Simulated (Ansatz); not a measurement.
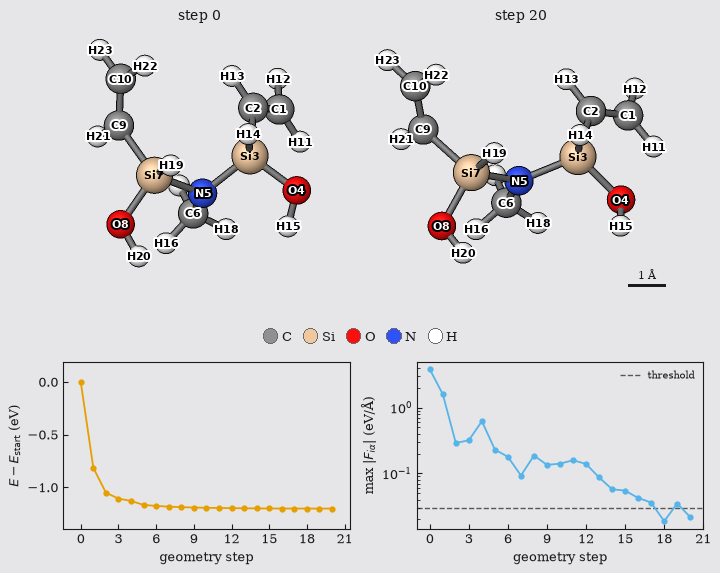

First and last geometry of a relaxation of C$_{5}$H$_{13}$NO$_{2}$Si$_{2}$ (coarse preliminary run), with the history of the run. A ball-and-stick model, seen at a tilt.

The start comes from a force field.

Theory: RKS PBE-D4/def2-SVP in Ansatz.

Input
```yaml
crystal:
  periodic: [false, false, false]
  atoms:
    - {symbol: C, position_ang: [-0.259100, 0.582000, -3.057900]}
    - {symbol: C, position_ang: [0.485500, 0.345400, -2.029700]}
    - {symbol: Si, position_ang: [0.362800, -1.120400, -0.954900]}
    - {symbol: O, position_ang: [-0.316000, -2.365300, -1.687500]}
    - {symbol: N, position_ang: [-0.618000, -0.811600, 0.378700]}
    - {symbol: C, position_ang: [-1.939000, -0.167800, 0.229600]}
    - {symbol: Si, position_ang: [0.411200, -0.423900, 1.727200]}
    - {symbol: O, position_ang: [-0.545400, -0.729800, 3.019600]}
    - {symbol: C, position_ang: [0.899300, 1.344900, 1.738700]}
    - {symbol: C, position_ang: [2.103800, 1.815000, 1.397100]}
    - {symbol: H, position_ang: [-1.124200, -0.034700, -3.353500]}
    - {symbol: H, position_ang: [-0.142500, 1.540000, -3.635100]}
    - {symbol: H, position_ang: [1.237400, 1.062000, -1.783000]}
    - {symbol: H, position_ang: [1.722800, -1.581200, -0.561700]}
    - {symbol: H, position_ang: [-1.203100, -2.655400, -1.223600]}
    - {symbol: H, position_ang: [-2.535800, -0.244900, 1.160500]}
    - {symbol: H, position_ang: [-1.855300, 0.911900, -0.015600]}
    - {symbol: H, position_ang: [-2.526700, -0.656900, -0.547700]}
    - {symbol: H, position_ang: [1.545200, -1.348300, 1.830500]}
    - {symbol: H, position_ang: [-1.144000, -1.540000, 2.948400]}
    - {symbol: H, position_ang: [0.080300, 2.018300, 1.974300]}
    - {symbol: H, position_ang: [2.954900, 1.140600, 1.069400]}
    - {symbol: H, position_ang: [2.310700, 2.913000, 1.361700]}
basis:
  gaussian: {orbitals: def2-SVP}
hamiltonian: {xc: pbe, dispersion: d4}
relax: {f_tol: 0.03, max_steps: 200}
```

### What do the curves and the structures tell?

It converged. The atom that moves furthest after the best rigid fit is H23 (1.11 Å). Largest moves by element: H 1.11 Å, C 0.84 Å, O 0.56 Å, N 0.39 Å, Si 0.32 Å. Some distances before and after: Si3–Si7 2.771 → 3.122 Å, Si3–O4 1.596 → 1.688 Å, Si3–N5 1.684 → 1.757 Å, O4–H15 1.042 → 0.973 Å. Among the angles between lasting bonds that change: Si3–N5–Si7 108.1° → 125.3°, C2–Si3–O4 112.7° → 103.5°, O8–Si7–H19 106.2° → 113.6°. Groups turn about Si3–O4 by about 65°, C2–Si3 by about 25°. After 20 geometry steps the energy has fallen by 1.201 eV. The largest force component goes from 3.8 to 0.022 eV/Å. The run took about 60 s of wall time on a shared GPU.
